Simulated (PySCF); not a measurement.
## A study: Cyclo-(Cl2GeS)2 (Cl$_{4}$Ge$_{2}$S$_{2}$)

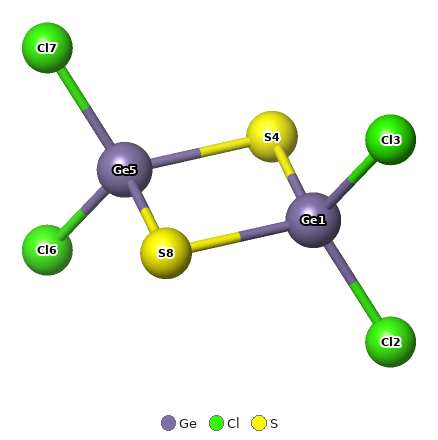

The molecule, with its atoms numbered as below. No frequency check shows the geometry to be a minimum.

Geometry (Å), atoms numbered from 1:

```
Ge1      1.5053    0.0000    0.0003
Cl2      2.7384   -1.7226    0.0000
Cl3      2.7384    1.7226   -0.0004
S4       0.0001   -0.0003   -1.7146
Ge5     -1.5053   -0.0000    0.0003
Cl6     -2.7384   -1.7226   -0.0002
Cl7     -2.7384    1.7226   -0.0003
S8       0.0001    0.0003    1.7142
```

## 1. Bonding charge

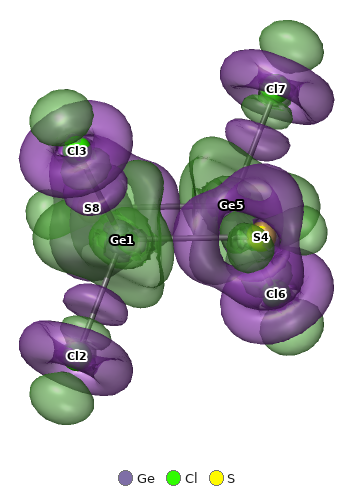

Deformation density (molecule less spherical, spin-averaged free atoms at the same positions), surfaces at ±0.04 e/Å³; purple: gain, green: loss.

Computed with PySCF, PBE0/def2-SVP, geometry: GFN2-xTB.

**Describe the bonding that the map shows.**

Ge1–S8, Ge5–S8, Ge1–S4 and S4–Ge5: +0.11 e/Å³ at the bond critical point (bond length 2.28 Å, Mayer order 1.0). Ge1–Cl2, Ge1–Cl3, Ge5–Cl6 and Ge5–Cl7: +0.06 e/Å³ at the bond critical point (bond length 2.12 Å, Mayer order 1.1). In all, 1.7 electrons gather in the regions of gain relative to the promolecule. A small or negative value marks a very polar bond, one between electron-rich atoms, whose free-atom densities already overlap strongly, a long bond to a heavier atom, or a closed-shell contact such as a hydrogen bond.

**Where do the Hirshfeld charges lie?**

The highest Hirshfeld charge is on Ge1 and Ge5 (+0.32 e), the lowest on S4 and S8 (−0.14 e).

## 2. Bond critical points

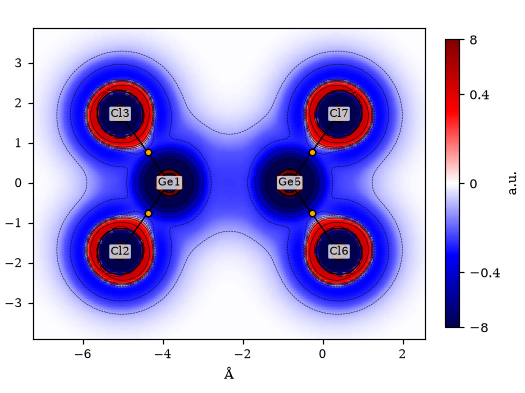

Negative Laplacian of the density (−∇²ρ) in the plane of Ge1, Cl2, Cl3, Ge5, Cl6 and Cl7 (red positive, blue negative, colour scale in a.u., logarithmic beyond ±0.04), with bond paths and bond critical points (dots).

**At which bond critical points in this plane is charge locally concentrated, and at which depleted?**

At none is it concentrated. Depleted (∇²ρ > 0): Ge1–Cl2, Ge1–Cl3, Ge5–Cl6 and Ge5–Cl7 (+0.15 a.u., H = −0.047).

**Where along Ge1–Cl2 does the critical point lie?**

0.94 Å from Ge1 and 1.18 Å from Cl2.

## 3. Local ionisation energy

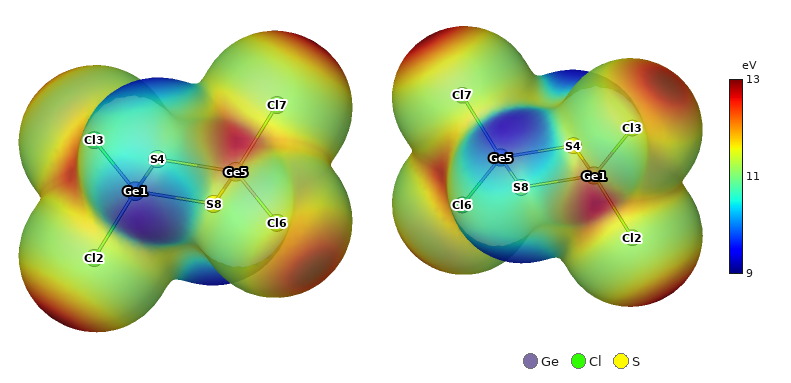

Average local ionisation energy on the surface of electron density 0.001 a.u. (back view left, front view right).

**Where are the most loosely bound electrons on this surface?**

The lowest value is 9.4 eV, 2.2 Å from S4, and at like points elsewhere. Further minima include 11.1 eV, 2.1 Å from Cl7, and at like points elsewhere. For comparison, the highest occupied orbital lies at −8.1 eV.

## 4. Removing or adding an electron

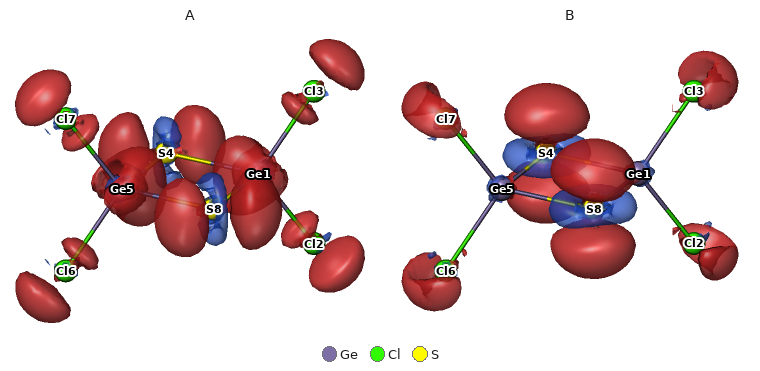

The two Fukui functions at ±0.02 e/Å³ (red positive, blue negative).

Computed with PySCF, BP86/def2-SVP, geometry: GFN2-xTB.

**Which panel is f⁻ (electron removed) and which f⁺ (electron added)?**

A is f⁺, B is f⁻. f⁻ (Hirshfeld-condensed) is largest on S4 and S8 (0.24 each); the vertical ionisation energy is 9.42 eV (the stability of the cation's solution wasn't checked). f⁺ (Hirshfeld-condensed) is largest on S4 and S8 (0.18 each) and Cl2, Cl3, Cl6 and Cl7 (0.11 each); the vertical electron affinity is 1.06 eV (the stability of the anion's solution wasn't checked; the anion's highest orbital has positive energy, so this value and f⁺ depend on the basis).

**What chemical potential and hardness follow from the two energies?**

μ = −(I + A)/2 = −5.24 eV and η = I − A = 8.36 eV.

The PySCF runs shown took 65 s and 7.7 min on 1 thread of AMD EPYC (Zen 3), with other jobs on the host.
